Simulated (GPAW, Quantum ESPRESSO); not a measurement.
# Core-hole calculation of the In K edge in In (I4/mmm), part 2 of 4

Do two independent programs agree on the In K edge of In (I4/mmm)? The same cell and functional are run with XSpectra and with GPAW.

Quantum ESPRESSO 7.5 and GPAW 26.7.0; core-hole supercells, plane-wave PAW LDA.

So far. Step 2 (Ground state of the crystal (Quantum ESPRESSO)): The mesh shows no gap, so the system is treated as a metal and the core electron is put at the Fermi level (neutral cell). Step 3 (Spectrum without a core hole, In atom 1 (Quantum …): Main maxima below 30 eV (height): 6.8 eV (1.13) and 23.4 eV (1.21). A K edge sees empty p states on the absorber.

### Step 6. Supercell with XCH, In atom 1 (Quantum ESPRESSO)

Level of this step: plane-wave PAW DFT, LDA, scalar-relativistic, self-consistent field (Quantum ESPRESSO).

The holes are 6.5 Å apart. The excited electron is kept in the cell, where it fills the lowest empty states and screens the hole.

scf.in reads:

```
&control
   calculation='scf', prefix='x', pseudo_dir='../pp', outdir='tmp', tprnfor=.true.
/
&system
   ibrav=0, nat=8, ntyp=2, nbnd=65
   ecutwfc=41, ecutrho=240
   occupations='smearing', smearing='mv', degauss=0.015
/
&electrons
   conv_thr=8.0e-08, electron_maxstep=120
   mixing_beta=0.5
/
ATOMIC_SPECIES
In0 1.0 In.lda-dn-kjpaw-1sch.UPF
In 1.0 In.lda-dn-kjpaw.UPF
CELL_PARAMETERS angstrom
  0.00000000 -6.50188000 0.00000000
  -6.50188000 0.00000000 0.00000000
  3.25094000 -3.25094000 -4.94740000
ATOMIC_POSITIONS crystal
In0  0.00000000 0.00000000 0.00000000
In   0.00000000 0.00000000 0.50000000
In   0.50000000 0.00000000 0.00000000
In   0.00000000 0.50000000 0.00000000
In   0.50000000 0.00000000 0.50000000
In   0.00000000 0.50000000 0.50000000
In   0.50000000 0.50000000 0.00000000
In   0.50000000 0.50000000 0.50000000
K_POINTS automatic
5 5 5 0 0 0
```

On the command line:

```console
$ OMP_NUM_THREADS=1 mpirun --oversubscribe --bind-to none -np 8 pw.x -nk 8 -in scf.in > scf.out
```

Numbers of over 12 decimals in the logs are rounded to 6 here.

What it wrote:

```text
     [... banner and references ...]
[banner, memory and clock lines left out]
using ibrav=0 with symmetry is DISCOURAGED, use correct ibrav instead

     G-vector sticks info

     bravais-lattice index     =            0
     lattice parameter (alat)  =      12.2868  a.u.
     unit-cell volume          =    1411.4046 (a.u.)^3
     number of atoms/cell      =            8
     number of atomic types    =            2
     number of electrons       =       105.00
     number of Kohn-Sham states=           65
     kinetic-energy cutoff     =      41.0000  Ry
     charge density cutoff     =     240.0000  Ry
     scf convergence threshold =      8.0E-08
     mixing beta               =       0.5000
     number of iterations used =            8  plain     mixing
     Exchange-correlation= SLA  PZ   NOGX NOGC
                           (   1   1   0   0   0   0   0)

     celldm(1)=  12.286772  celldm(2)=   0.000000  celldm(3)=   0.000000
     celldm(4)=   0.000000  celldm(5)=   0.000000  celldm(6)=   0.000000

     crystal axes: (cart. coord. in units of alat)
               a(1) = (   0.000000  -1.000000   0.000000 )
               a(2) = (  -1.000000   0.000000   0.000000 )
               a(3) = (   0.500000  -0.500000  -0.760918 )

     reciprocal axes: (cart. coord. in units 2 pi/alat)
               b(1) = (  0.000000 -1.000000  0.657101 )
               b(2) = ( -1.000000 -0.000000 -0.657101 )
               b(3) = ( -0.000000 -0.000000 -1.314201 )

     PseudoPot. #1 for In:     Pseudo is Projector augmented-wave + core cor, Zval = 14.0

     PseudoPot. #2 for In:     Pseudo is Projector augmented-wave + core cor, Zval = 13.0

[...]
iteration #  8     ecut=    41.00 Ry     beta= 0.50
     Davidson diagonalization with overlap
     ethr =  3.70E-10,  avg # of iterations =  2.0

     End of self-consistent calculation

          k = 0.0000-0.0000 0.0000 (  6195 PWs)   bands (ev):

   -11.4745 -11.4732 -11.4732 -11.4689 -11.4579  -4.6014  -4.5597  -4.5597
    -4.5297  -4.4812  -4.4723  -4.4585  -4.4549  -4.4372  -4.4372  -4.4363
    -4.4067  -4.4067  -4.3397  -4.3397  -4.3375  -4.3221  -4.2348  -4.2191
[...]
6.7548   6.8924   7.3138   7.9880   7.9880   8.0003   8.3040  13.3006
    13.3006  13.5399  14.0134  14.5880  14.5880  16.8946  16.9829  17.0044
    17.3509

     [... bands of 17 further k-points ...]

     the Fermi energy is    10.1197 ev

!    total energy              =   -3193.93136825 Ry
     total all-electron energy =    -91965.162332 Ry
     estimated scf accuracy    <       0.00000002 Ry
     smearing contrib. (-TS)   =       0.00079831 Ry
     internal energy E=F+TS    =   -3193.93216656 Ry

     The total energy is F=E-TS. E is the sum of the following terms:
     one-electron contribution =    -288.62625495 Ry
     hartree contribution      =     242.29542680 Ry
     xc contribution           =    -366.14711775 Ry
     ewald contribution        =    -709.80498695 Ry
     one-center paw contrib.   =   -2071.64923371 Ry

     convergence has been achieved in   8 iterations

     Forces acting on atoms (cartesian axes, Ry/au):

     atom    1 type  1   force =     0.00000000   -0.00000000   -0.00000000
     atom    2 type  2   force =    -0.00000000   -0.00000000    0.00000000
     atom    3 type  2   force =     0.00000000    0.00000000    0.00000000
[...]
atom    7 type  2   force =     0.00000000   -0.00000000   -0.00000000
     atom    8 type  2   force =     0.00000000    0.00000000    0.00000000

     Total force =     0.000000     Total SCF correction =     0.000000

     XML data file, charge density, pseudopotentials, collected wavefunctions
```

The job ended after 40 s (8 MPI ranks of Arm Neoverse V1, shared host; peak memory 0.17 GiB).

Energy with the hole: -1251249.777 eV, cores included.

### Step 7. Spectrum with XCH, In atom 1 (Quantum ESPRESSO)

The Lanczos recursion gives the spectrum without computing empty bands; each polarisation needs a run of its own on the full k mesh. xe0 is set between filled and empty states, and states below it are cut, here at the Fermi level, which holds the excited electron. The file of filecore holds the core orbital, taken from the hole-free data set.

xspectra.in reads:

```
&input_xspectra
   calculation='xanes_dipole', edge='K'
   prefix='x', outdir='tmp', xiabs=1, xe0=10.1197
   xonly_plot=.false., x_save_file='xanes.sav'
   xniter=3000, xcheck_conv=20, xerror=0.005
   xcoordcrys=.false., xepsilon(1)=1, xepsilon(2)=0, xepsilon(3)=0
/
&plot
   xnepoint=501, xemin=-10, xemax=70, terminator=.true., cut_occ_states=.true.
   xgamma=0.4
/
&pseudos
   filecore='../In.wfc'
/
&cut_occ
   cut_desmooth=0.1, cut_stepl=0.05, cut_stepu=0.05, cut_ierror=1e-5
/
5 5 5 0 0 0
```

xspectra_1.in, as its differences from xspectra.in of step 7:

```diff
@@ -5,3 +5,3 @@
    xniter=3000, xcheck_conv=20, xerror=0.005
-   xcoordcrys=.false., xepsilon(1)=1, xepsilon(2)=0, xepsilon(3)=0
+   xcoordcrys=.false., xepsilon(1)=0, xepsilon(2)=0, xepsilon(3)=1
 /
```

On the command line:

```console
$ OMP_NUM_THREADS=1 mpirun --oversubscribe --bind-to none -np 8 xspectra.x -nk 8 -in xspectra.in > xspectra.out
```

What it wrote:

```text
     [... banner and references ...]
Reading input_file

     calculation: xanes_dipole

     xepsilon  [cartesian coordinates]:   1.000000   0.000000   0.000000

     xonly_plot: FALSE
        => complete calculation: Lanczos + spectrum plot

     filecore (core-wavefunction file): ../In.wfc

     main plot parameters:
        cut_occ_states: TRUE
        gamma_mode:  constant
        -> using xgamma [eV]:  0.40
        xemin [eV]: -10.00
        xemax [eV]:  70.00
        xnepoint:  501
        xe0 [eV]:  10.119700 (energy zero read in input file)

     WARNING: variable ef_r is obsolete

                      Reading SCF save directory: x.save

     tmp/x.save/

     Exchange-correlation= PZ
                           (   1   1   0   0   0   0   0)

     G-vector sticks info

                           Getting the Fermi energy

     From SCF save directory:
        ehomo [eV]:   10.4473 (highest occupied level)
        elumo [eV]:   10.4961 (lowest occupied level)
        ef    [eV]:   10.4473

     -> ef (in eV) will be written in x_save_file

                           Energy zero of the spectrum

     -> ef will NOT be used as energy zero of the spectrum
       (because xe0 read in input file)

     G-vector sticks info

     bravais-lattice index     =            0
     lattice parameter (alat)  =      12.2868  a.u.
     unit-cell volume          =    1411.4046 (a.u.)^3
     number of atoms/cell      =            8
     number of atomic types    =            2
     number of electrons       =       105.00
     number of Kohn-Sham states=           65
     kinetic-energy cutoff     =      41.0000  Ry
     charge density cutoff     =     240.0000  Ry
     Exchange-correlation= PZ
                           (   1   1   0   0   0   0   0)

     celldm(1)=  12.286772  celldm(2)=   0.000000  celldm(3)=   0.000000
     celldm(4)=   0.000000  celldm(5)=   0.000000  celldm(6)=   0.000000

     crystal axes: (cart. coord. in units of alat)
               a(1) = (   0.000000  -1.000000   0.000000 )
               a(2) = (  -1.000000   0.000000   0.000000 )
               a(3) = (   0.500000  -0.500000  -0.760918 )

     reciprocal axes: (cart. coord. in units 2 pi/alat)
               b(1) = (  0.000000 -1.000000  0.657101 )
               b(2) = ( -1.000000 -0.000000 -0.657101 )
               b(3) = ( -0.000000 -0.000000 -1.314201 )

     PseudoPot. #1 for In:     Pseudo is Projector augmented-wave + core cor, Zval = 14.0

     PseudoPot. #2 for In:     Pseudo is Projector augmented-wave + core cor, Zval = 13.0

     atomic species   valence    mass     pseudopotential
     In0              14.00     1.00000     In( 1.00)
     In               13.00     1.00000     In( 1.00)

     16 Sym. Ops., with inversion, found

   Cartesian axes

     site n.     atom                  positions (alat units)
         1        In0    tau(   1) = (   0.0000000   0.0000000   0.0000000  )
         2        In     tau(   2) = (   0.2500000  -0.2500000  -0.3804592  )
         3        In     tau(   3) = (   0.0000000  -0.5000000   0.0000000  )
         4        In     tau(   4) = (  -0.5000000   0.0000000   0.0000000  )
         5        In     tau(   5) = (   0.2500000  -0.7500000  -0.3804592  )
         6        In     tau(   6) = (  -0.2500000  -0.2500000  -0.3804592  )
         7        In     tau(   7) = (  -0.5000000  -0.5000000   0.0000000  )
         8        In     tau(   8) = (  -0.2500000  -0.7500000  -0.3804592  )

     number of k points=   125  Marzari-Vanderbilt smearing, width (Ry)=  0.0150

     Number of k-points >= 100: set verbosity='high' to print them.

     Dense  grid:    88655 G-vectors     FFT dimensions: (  64,  64,  64)

     Smooth grid:    49867 G-vectors     FFT dimensions: (  54,  54,  54)

     The potential is recalculated from file :
     tmp/x.save/charge-density

     Starting wfcs are   72 atomic wfcs
     Checking if some PAW data can be deallocated...

               Reading core wavefunction file for the absorbing atom

     ../In.wfc successfully read

                              Attributing the PAW radii
                     for the absorbing atom [units: Bohr radius]

        PAW proj 1: r_paw(l= 0)= 3.00  (1.5*r_cut)
        PAW proj 2: r_paw(l= 0)= 3.00  (1.5*r_cut)
        PAW proj 3: r_paw(l= 1)= 3.75  (1.5*r_cut)
        PAW proj 4: r_paw(l= 1)= 3.75  (1.5*r_cut)
        PAW proj 5: r_paw(l= 2)= 2.55  (1.5*r_cut)
        PAW proj 6: r_paw(l= 2)= 2.55  (1.5*r_cut)

        NB: The calculation will not necessary use all these r_paw values.
            - For a edge in the electric-dipole approximation,
              only the r_paw(l=1) values are used.
            - For a K edge in the electric-quadrupole approximation,
              only the r_paw(l=2) values are used.

            - For a L2 or L3 edge in the electric-quadrupole approximation,

              all projectors (s, p and d) are used.

                          Starting XANES calculation
                     in the electric dipole approximation

     Method of calculation based on the Lanczos recursion algorithm
        - STEP 1: Construction of a kpoint-dependent Lanczos basis,
          in which the Hamiltonian is tridiagonal (each 'iter'
          corresponds to the calculation of one more Lanczos vector)
        - STEP 2: Calculation of the cross-section as a continued fraction
          averaged over the k-points.

     ... Begin STEP 1 ...

        Radial transition matrix element(s) used in the calculation of the
        initial vector of the Lanczos basis (|tilde{phi}_abs> normalized)
        | For PAW proj. (l=1) #1: radial matrix element =   0.001086855
        | For PAW proj. (l=1) #2: radial matrix element =   0.001539372

NB: the    16 k-point are not all listed below because npool=  8
        |-------------------------------------------------------------
        ! k-point #     1:  ( 0.0000, -0.0000,  0.0000),  0.0160,   1
        |-------------------------------------------------------------
 okvan= T
        |   Norm of the initial Lanczos vector: 0.18409553E-02
        |   Estimated error at iter     20:   1.01180598
        |   Estimated error at iter     40:   0.51805900
        |   Estimated error at iter     60:   0.27972877
        |   Estimated error at iter     80:   0.35287757
        |   Estimated error at iter    100:   0.21168745
[...]
!   => CONVERGED at iter    280 with error=  0.00189257
        |-------------------------------------------------------------
        ! k-point #     2:  ( 0.0000, -0.0000, -0.2628),  0.0160,   1
        |-------------------------------------------------------------
 okvan= T
        |   Norm of the initial Lanczos vector: 0.18409554E-02
[...]
!   => CONVERGED at iter    340 with error=  0.00458061
        |-------------------------------------------------------------
     [... 13 further k-points ...]
        ! k-point #    16:  (-0.6000, -0.0000, -0.3943),  0.0160,   1
        |-------------------------------------------------------------
 okvan= T
        |   Norm of the initial Lanczos vector: 0.18409554E-02
[...]
|   Estimated error at iter    460:   0.00961823
        |   Estimated error at iter    480:   0.00982389
        |   Estimated error at iter    500:   0.00714132
        !   => CONVERGED at iter    520 with error=  0.00434241

     Results of STEP 1 successfully written in x_save_file
     x_save_file name:
     ->  xanes.sav
     x_save_file version:  2

     ... End STEP 1 ...

     ... Begin STEP 2 ...

     The spectrum is calculated using the following parameters:
        xe0 [eV]:   10.1197
        the occupied states are elimintate from the spectrum
        xemin [eV]: -10.00
        xemax [eV]:  70.00
        xnepoint:  501
        constant broadening parameter [eV]:    0.400
        Core level energy [eV]: -0.2794E+05
         (from electron binding energy of neutral atoms in X-ray data booklet)

     Cross-section successfully written in xanes.dat

     ... End STEP 2 ...

                                END JOB XSpectra
```

It took 2.8 min on 8 MPI ranks; peak memory 0.13 GiB.

The In K spectrum, In atom 1, excited-electron core hole (neutral cell) (energy from the energy zero of the input (xe0, at the border of filled and empty states); intensity scaled to a mean of 1 over the first 20 eV; folded afterwards to Lorentzian half width 3.96 eV; the points at xe0, where the cut of filled states can leave a spike, are interpolated; polarised curves are means over the symmetry-equivalent atoms):

```tsv
E (eV)	isotropic	ε ⊥ c	ε ∥ c
-2.0	0.54	0.53	0.56
-0.5	0.74	0.72	0.76
1.0	0.94	0.93	0.97
2.5	1.10	1.09	1.13
4.0	1.18	1.17	1.20
5.5	1.18	1.18	1.18
7.0	1.13	1.13	1.11
8.5	1.05	1.06	1.03
10.0	0.98	0.99	0.95
11.5	0.92	0.93	0.90
13.0	0.88	0.88	0.88
14.5	0.87	0.86	0.89
16.0	0.89	0.88	0.92
17.5	0.93	0.91	0.96
19.0	0.98	0.96	1.00
20.5	1.02	1.01	1.03
22.0	1.03	1.03	1.03
23.5	1.01	1.02	0.99
25.0	0.97	0.99	0.93
26.5	0.92	0.94	0.90
28.0	0.89	0.89	0.88
29.5	0.87	0.87	0.88
31.0	0.87	0.87	0.88
```

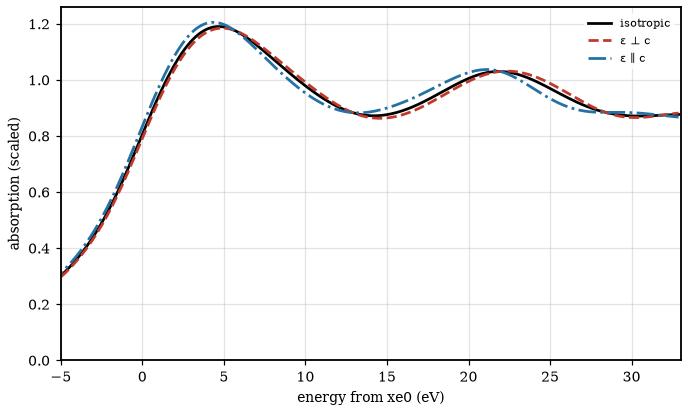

The In K edge, In atom 1, excited-electron core hole (neutral cell): main maxima at 4.7 and 21.8 eV.

Main maxima below 30 eV (height): 4.7 eV (1.19) and 21.8 eV (1.03). 

### Step 8. Ground state of the crystal (GPAW)

The second program starts from its own ground state, on the same cell and functional.

scf.py reads:

```python
import numpy as np
from ase import Atoms
from ase.parallel import parprint, paropen
from gpaw import GPAW, PW, FermiDirac, Mixer, MixerDif, setup_paths
from gpaw.test import gen
setup_paths.insert(0, '.')
gen('In', name='nch1s', xcname='LDA', corehole=(1, 0, 0), write_xml=True)
from gpaw.mpi import world
world.barrier()

atoms = Atoms('In',
    cell=[[-1.62547, 1.62547, 2.4737],
     [1.62547, -1.62547, 2.4737],
     [1.62547, 1.62547, -2.4737]],
    scaled_positions=[[0, 0, 0]],
    pbc=True)
atoms.calc = calc = GPAW(legacy_gpaw=True, mode=PW(500, force_complex_dtype=True), xc='LDA', setups={0: 'nch1s'},
    kpts={'size': (11, 11, 11), 'gamma': True}, occupations=FermiDirac(0.05),
    charge=0, mixer=Mixer(0.1, 5, 50), maxiter=150,
    convergence={'density': 0.0001, 'eigenstates': 1e-6}, txt='scf.txt')
energy = atoms.get_potential_energy() + calc.get_reference_energy()
ef = calc.get_fermi_level()
out = dict(energy=energy, fermi=ef, forces=atoms.get_forces().tolist())
parprint(f'all-electron energy {energy:.4f} eV, Fermi level {ef:.4f} eV')
ev = np.array([[calc.get_eigenvalues(k, s) for k in range(len(calc.get_ibz_k_points()))] for s in range(calc.get_number_of_spins())])
out['homo'], out['lumo'], out['counts'] = ev[ev < ef].max(), ev[ev > ef].min(), sorted(set((ev < ef).sum((0, 2)).tolist()))
out['filled'] = (ev[:, 0] < ef).sum(1).tolist()
import json
with paropen('out.json', 'w') as f:
    json.dump(out, f)
```

On the command line:

```console
$ OMP_NUM_THREADS=1 mpirun -n 8 gpaw python scf.py
```

What it wrote:

```text
Input parameters:
  convergence: {density: 0.0001,
                eigenstates: 1e-06}
  kpts: {gamma: True,
         size: (11, 11, 11)}
  maxiter: 150
  mixer: {backend: pulay,
          beta: 0.1,
          method: separate,
          nmaxold: 5,
          weight: 50}
  mode: {ecut: 500.0,
         force_complex_dtype: True,
         name: pw}
  occupations: {fixmagmom: False,
                name: fermi-dirac,
[...]
*s    :     0.688594
5p(1) :    -0.099218     1.008179
*p    :     0.900782
4d(10):    -0.688051     0.308169
*d    :     0.311949
--------------------------------

Diagonalizing with gridspacing h=0.050

state   all-electron     PAW
-------------------------------
5s:      -0.311406    -0.312130
5p:      -0.099218    -0.099945
4d:      -0.688051    -0.689005
*f:                    0.063553
-------------------------------
all-electron energy -159837.7103 eV, Fermi level 6.6330 eV
[key lines of the parts left out:]
Converged after 10 iterations.
Dipole moment: (0.000000, -0.000000, -0.000000) |e|*Ang
Free energy:     -3.421882
Fermi level: 6.63301
```

Run time: 6.2 s. Hardware: 8 MPI ranks; peak memory 0.15 GiB.

The mesh shows no gap, so the system is treated as a metal and the core electron is put at the Fermi level (neutral cell).

(Continued in part 3 of 4.)

[Banner, clock and machine lines of the logs are left out without a mark of their own.]

[Logs are printed without paths, hosts, clocks, repeated set-up lines and the standing remarks that a program may print on its own settings, such as how far it seeks lower states.]

[Hosts, paths, dates, database ids (printed as entryN), source tags and the programs' standing remarks are cut or masked in the printed files.]

[Lists of maxima count a maximum above −3 eV only where it reaches 4 % of the highest in the window and stands out from its surroundings by 2 % of it (1.5 % where it reaches 55 %); shoulders and weaker maxima are passed over, and of the rest the first, up to two pre-edge ones and the few strongest are named.]
